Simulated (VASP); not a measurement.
Band structure of RbCl (rock salt). These are RPBE GGA, VASP's PBE PAW potentials (set 64) (plane waves; VASP 6.6.1) values and carry that method's errors.

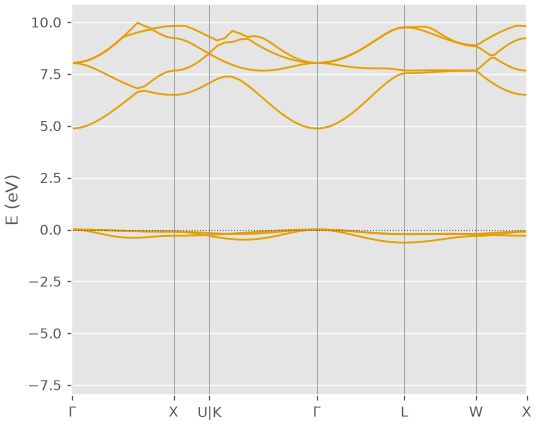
Fig. 1. Bands along high-symmetry lines, zero at the valence-band maximum or, without a gap, the Fermi level

Problem. Read the plot: is there a gap, and where are the band edges?

Solution. The gap is direct, 4.87 eV, from the valence maximum at Γ to the conduction minimum at Γ. (Edges off the drawn lines would not show.)

Measured: gap 8.50 eV (computed value off by -3.63 eV), as given by Aguado et al., (1998), arXiv:cond-mat/9809176.

The compound is RbCl in the rock salt structure. It was relaxed first, which changed the volume by +16 %.
